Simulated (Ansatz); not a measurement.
## A computed series for ZrSe2: response to strain

Base system: ZrSe$_{2}$ in the CdI2 type structure (space group P-3m1, No. 164; layered, stacked along the Cartesian z axis).

```
CELL_PARAMETERS angstrom
      3.73508     0.00000     0.00000
     -1.86754     3.23468     0.00000
      0.00000     0.00000     6.03154
ATOMIC_POSITIONS crystal
  Zr 0.00000 0.00000 0.00000
  Se 0.33333 0.66667 0.26507
  Se 0.66667 0.33333 0.73493
```

Cartesian axes are those of the cell as printed.

Strains are applied to the cell and any free atomic positions relax; under biaxial strain the out-of-plane vector relaxes too.

All numbers come from Ansatz (a program for electronic structure) PBE-D3(BJ), spin-orbit coupling left out.

Notes on the quantities. pressure: mean of the normal stresses, compression positive.

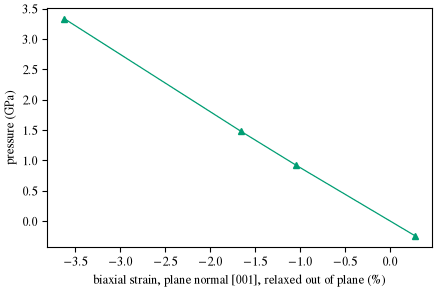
Pressure against biaxial strain, plane normal [001], relaxed out of plane

```tsv
biaxial strain, plane normal [001], relaxed out of plane (%)	pressure
-3.62	3.3 GPa
-1.66	1.5 GPa
-1.04	0.9 GPa
0.28	-0.2 GPa
```

No phonon test of stability was made. The final runs are not spin-polarised.
